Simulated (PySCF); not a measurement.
# C$_{2}$H$_{8}$N$_{2}$Si$_{2}$ (SMILES C[SiH2]N[SiH2]C#N): what the fields show

Input

```
{"job": {"kind": "uv", "xc": "PBE0", "basis": "def2-SVPD", "nstates": 8, "ntriplets": 3}, "charge": 0, "multiplicity": 1}
C      2.536111    -0.050822     0.238141
Si     0.901613    -0.950653     0.552148
N     -0.371605     0.193815     0.246821
Si    -2.071731    -0.047735     0.393889
C     -2.796163     1.615861    -0.054937
N     -3.239490     2.634113    -0.334763
H      2.613093     0.294160    -0.789159
H      3.376415    -0.711744     0.424118
H      2.648710     0.813209     0.887194
H      0.785970    -1.399150     1.944148
H      0.736171    -2.097822    -0.349184
H     -0.077304     1.089991    -0.107052
H     -2.589470    -1.026298    -0.565857
H     -2.453000    -0.357398     1.772352
```

Run with:

```sh
OMP_NUM_THREADS=1 python probes_run.py task.json out
```

Geometry: GFN2-xTB.

Computed with PBE0/def2-SVPD, SCF density, gas phase (PySCF).

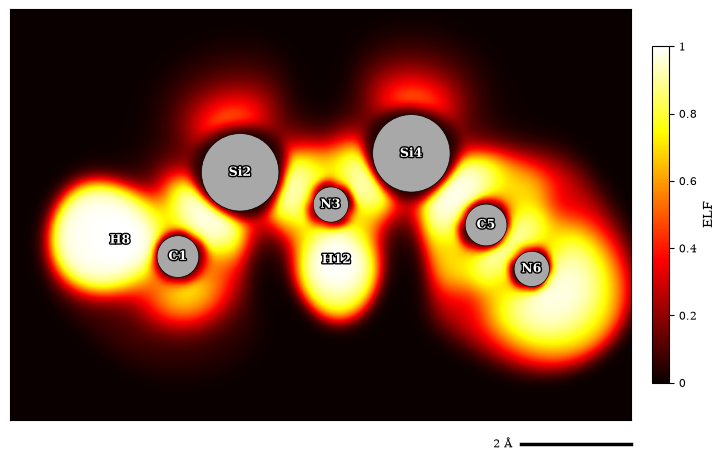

Figure 1. Electron localisation function on the plane of atoms N3, Si4 and C5. Grey discs cover the atomic cores.

Question: Interpret the plot.

Answer: Atoms in the plane: C, Si, N and H.
C–N (1.15 Å): the ELF peaks at about 0.85 between the atoms (a short, multiple covalent bond).
Si–N (1.72 Å): the ELF peaks at about 0.90 between the atoms: a polar covalent bond.
C–Si (1.87 Å): the ELF peaks at about 1 between the atoms (a shared electron pair).
N–H (1.01 Å): the ELF climbs to about 1 towards the hydrogen, as it does in any bond to H: an ordinary covalent bond to hydrogen.
C–H (1.09 Å): the ELF climbs to about 1 towards the hydrogen: a covalent bond by its length.
The ELF also peaks beside N6, away from the bonds: lone-pair regions.

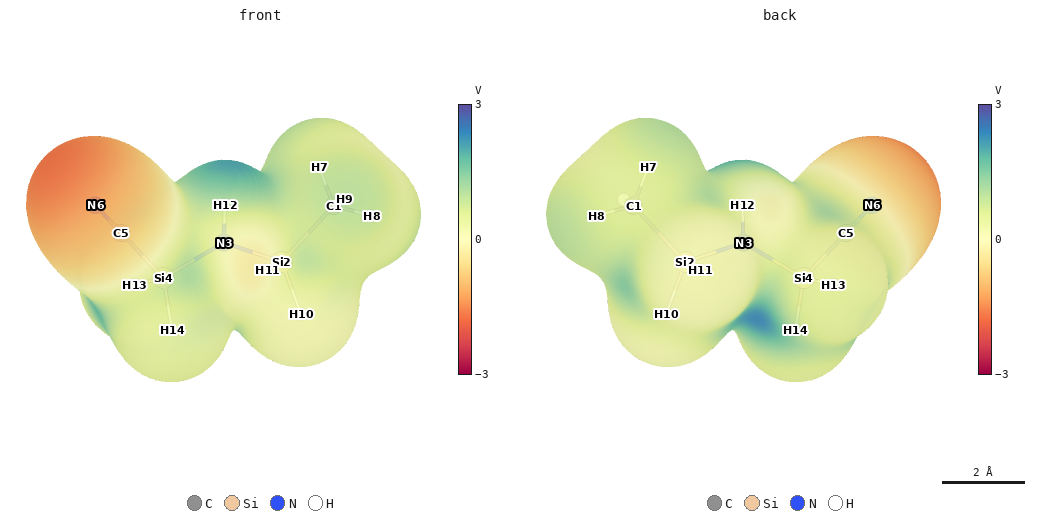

Figure 2. The molecular electrostatic potential painted on the density surface at 0.002 e/bohr³, seen from the front and from behind; the colour scale runs from red (negative) to blue (positive).

Question: Where is the surface potential most negative and most positive?

Answer: The most negative region (about −1.7 V) lies over N6, the most positive (about +2.2 V) over Si2 and Si4. N6 is the likeliest acceptor of a hydrogen bond.

Question: What dipole moment does the calculation give?

Answer: Its dipole moment is 3.72 D.
